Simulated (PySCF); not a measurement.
SMILES ClC[Si](Cl)(Cl)Cl at its PBE/def2-SVP optimised geometry (Å):

```
8

Cl     1.7842     0.3710    -1.4582
C      1.1210    -0.4416     0.0000
Si    -0.7654    -0.4416     0.0000
Cl    -1.4930     1.4858     0.0000
Cl    -1.3772    -1.4059     1.7265
Cl    -1.4942    -1.4523    -1.6406
H      1.4927     0.0838     0.9031
H      1.4930    -1.4858     0.0284
```

Method: PySCF with PBE/def2-TZVP.

Map of the log10 of the electron density (e/bohr³), floored at −4 on the plane z = 1.2 Å:

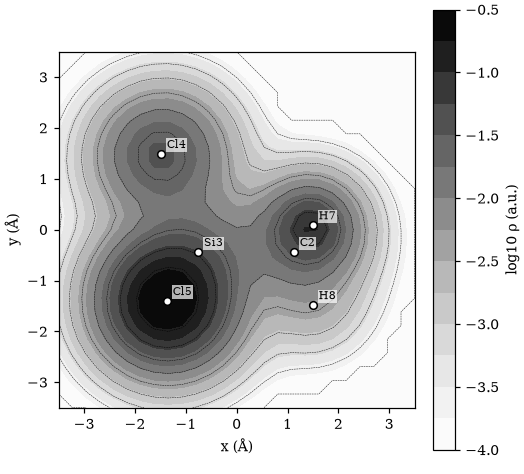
Figure. Log10 of the electron density (e/bohr³), floored at −4 on the plane z = 1.2 Å.
